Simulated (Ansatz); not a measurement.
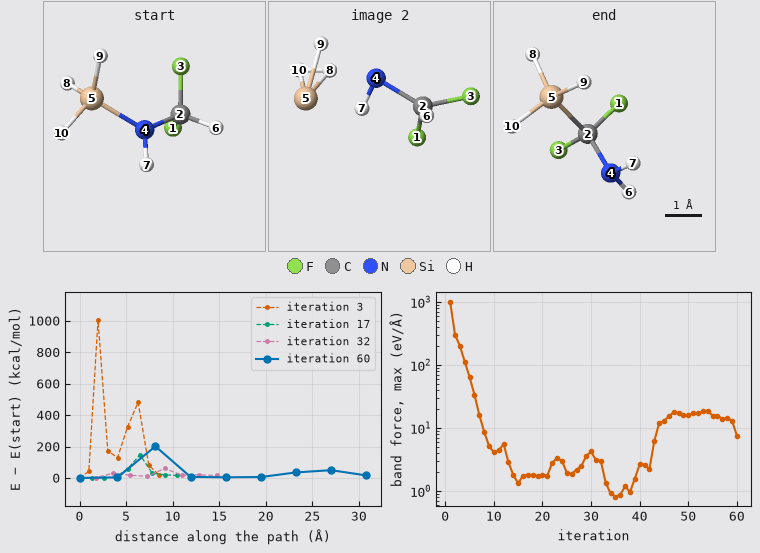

A nudged-elastic-band calculation for CH$_{5}$F$_{2}$NSi. Images are numbered from 0 (start) to 8 (end). The plot follows the band through its iterations. A ball-and-stick model, seen at a tilt.

All numbers below come from Ansatz, RKS PBE0-D4/def2-SVP. Settings: 7 movable images; climbing image; force threshold 0.03 eV/Å; iteration limit 60; spring constant 50.0 eV/Å²; starting path through a guess of the saddle point.

Judge this run.

Answer. The result isn't final. The band hadn't converged when the run stopped after 60 iterations. The largest component of the band force went from 1000 to 7.6 eV/Å. The barrier read from it is provisional: over the last two iterations the highest image moved from 190.9 kcal/mol to 201.3 kcal/mol. The spring constant is far from the usual few eV/Å², which spoils the spacing or the steps. The first iteration put the highest image at 3691.1 kcal/mol. Forward barrier 201.3 kcal/mol, backward barrier 185.4 kcal/mol, with image 2 at the top; the reaction energy is +15.9 kcal/mol.

Cost: 11 min on 2 threads of Intel(R) Xeon(R) Platinum 8488C (Sapphire Rapids) (shared host), peak memory 0.24 GiB.
